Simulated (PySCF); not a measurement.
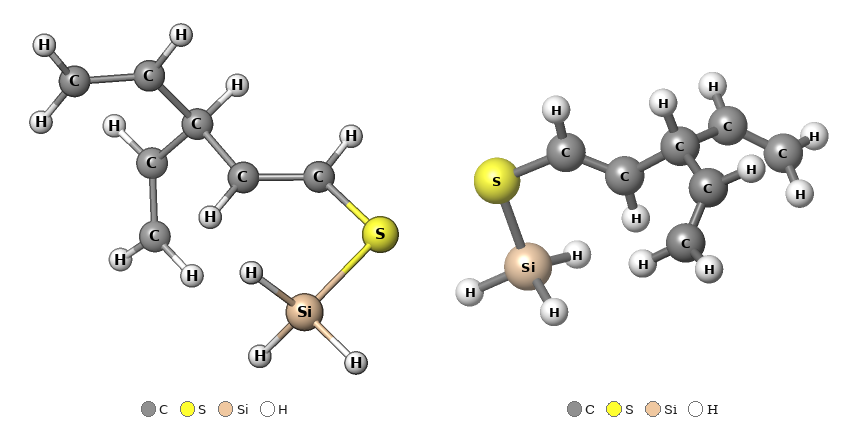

Two views of one molecule.

What does the picture show?

It has 21 atoms: 7 carbon, 12 hydrogen, 1 sulfur and 1 silicon (C7H12SSi). Its SMILES string is `C=CC(C=C)/C=C/S[SiH3]`. It has no ring. Among its groups: alkene, Si–H bond. This geometry has C1 symmetry. Coordination: 6 C trigonal planar; 1 C tetrahedral; 1 S bent; 1 Si tetrahedral.

More results for the same structure follow; atom numbers are the same in all pictures, views and colours differ. The geometry was computed by an optimisation with PBE0-D3(BJ)/def2-SVP. No frequency run is at hand to confirm it as a minimum.

### Geometry

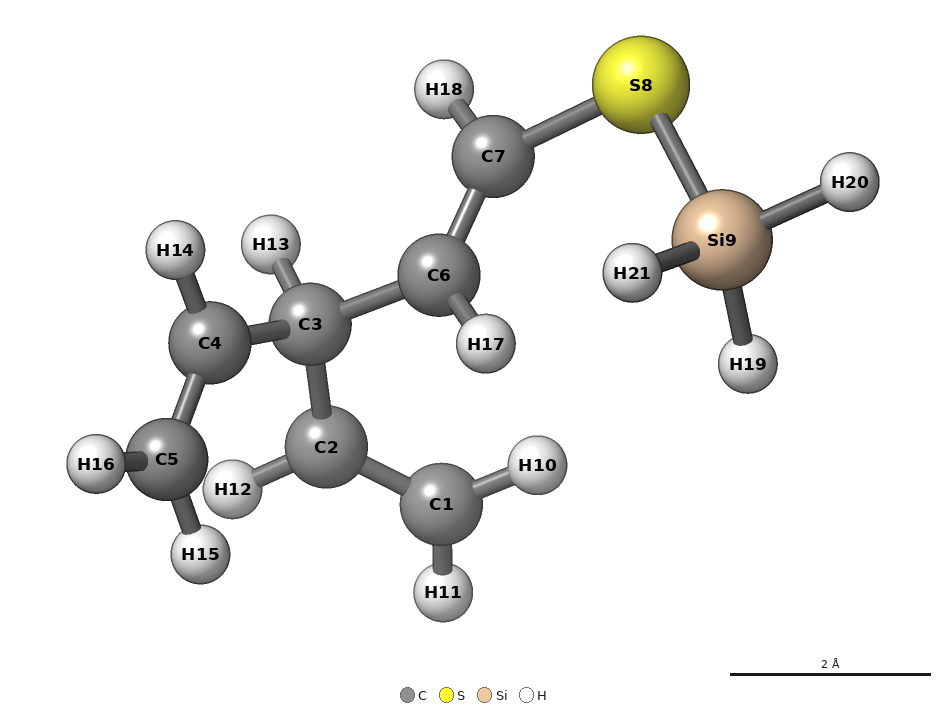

The atoms are numbered. No frequency run is at hand to confirm it as a minimum.

Give the bond lengths. Leave out bonds to hydrogen.

```tsv
bond	length (Å)	order
C1–C2	1.333	double
C2–C3	1.506	single
C3–C4	1.512	single
C3–C6	1.505	single
C4–C5	1.333	double
C6–C7	1.338	double
C7–S8	1.761	single
S8–Si9	2.149	single
```

### NMR shielding

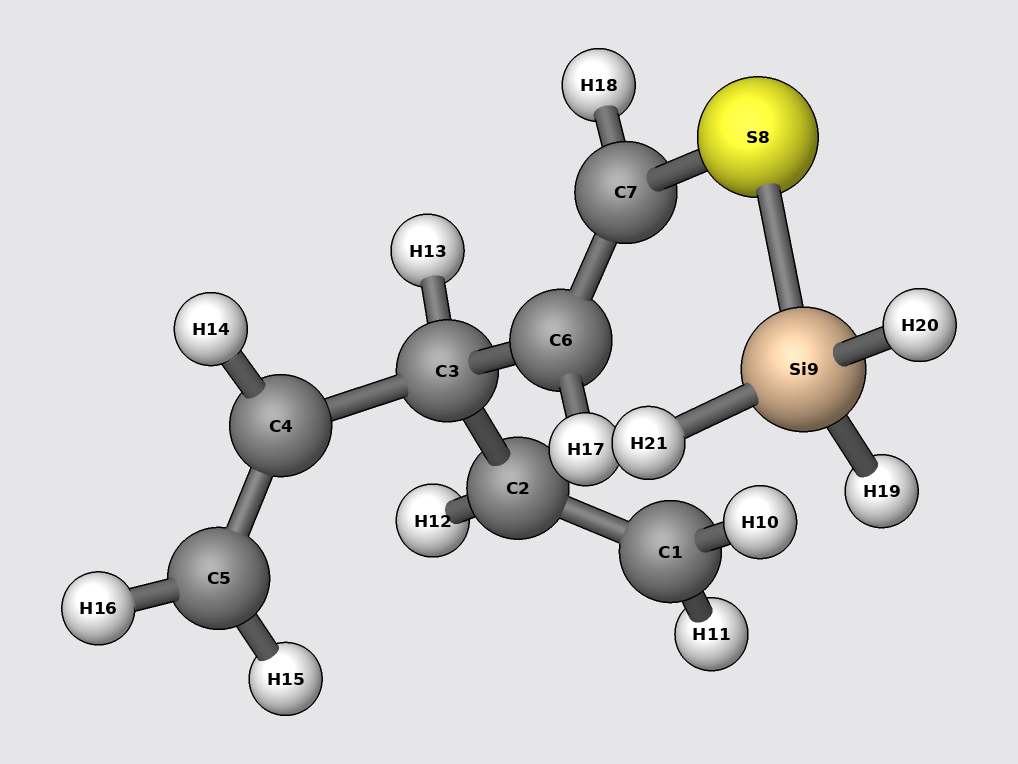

No frequency run is at hand to confirm it as a minimum. Method: GIAO PBE0/pcSseg-1 NMR shielding, non-relativistic, IEF-PCM water (PySCF 2.14.0). Principal shieldings σ11 ≤ σ22 ≤ σ33, span Ω = σ33 − σ11, skew κ = 3(σiso − σ22)/Ω.

Give the shielding tensors of the Si atoms.

```
atom    σ11    σ22    σ33   σiso     Ω     κ
 Si9  362.7  410.1  457.9  410.2  95.2  0.00
```

Shieldings and span in ppm.

### Electronic properties

No frequency run is at hand to confirm it as a minimum. Method: PBE0/pcSseg-1 in water (IEF-PCM) (PySCF 2.14.0).

> Give the HOMO energy (Kohn–Sham orbital) at this level.

−6.60 eV.

> What is the LUMO energy (Kohn–Sham orbital)?

−0.38 eV.

> Give the dipole moment at this level.

1.46 D.

### Charges

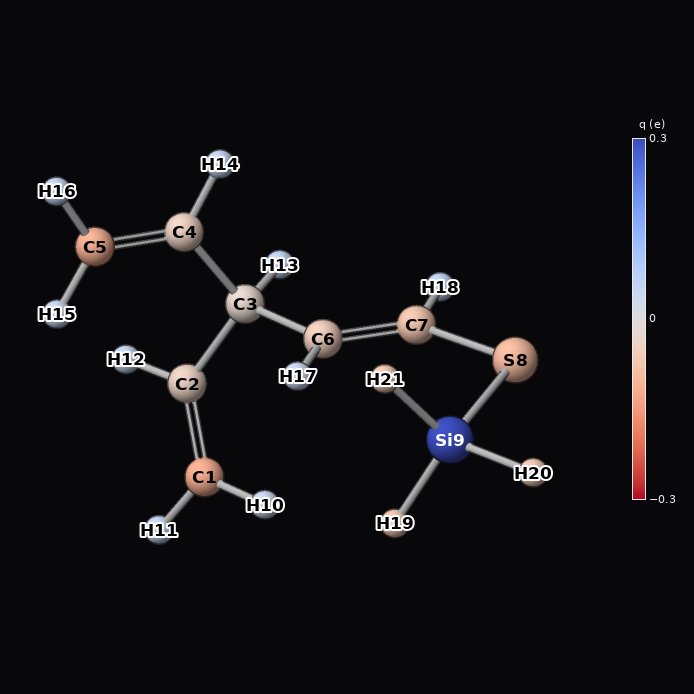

Atoms are coloured by their Hirshfeld charges. No frequency run is at hand to confirm it as a minimum. Method: PBE0/pcSseg-1 in water (IEF-PCM) (PySCF 2.14.0).

> Which atom carries the highest charge (most positive or least negative)?

Si9 (0.29 e).

> And the lowest?

C1, C5 (−0.11 e).

List the Hirshfeld charges.

```tsv
atom	value (e)
C1	−0.11
C2	−0.04
C3	−0.02
C4	−0.04
C5	−0.11
C6	−0.05
C7	−0.07
S8	−0.09
Si9	0.29
H10	0.04
H11	0.05
H12	0.05
H13	0.06
H14	0.05
H15	0.04
H16	0.05
H17	0.04
H18	0.06
H19	−0.06
H20	−0.06
H21	−0.07
```

### Quadrupole coupling

No frequency run is at hand to confirm it as a minimum. Electric field gradients from the ground-state density, PBE0/pcSseg-1 in water (IEF-PCM) (PySCF 2.14.0), non-relativistic apart from any core potentials.

Give the largest field-gradient component, the quadrupole coupling constant and the asymmetry for 33S at S8 (Q = −67.81 mb), 2H at H10 (Q = 2.86 mb), 2H at H11 (Q = 2.86 mb).

```csv
atom,V_zz (a.u.),e²qQ/h (MHz),η
S8,1.953,−31.1,0.99
H10,0.303,0.203,0.06
H11,0.306,0.206,0.05
```
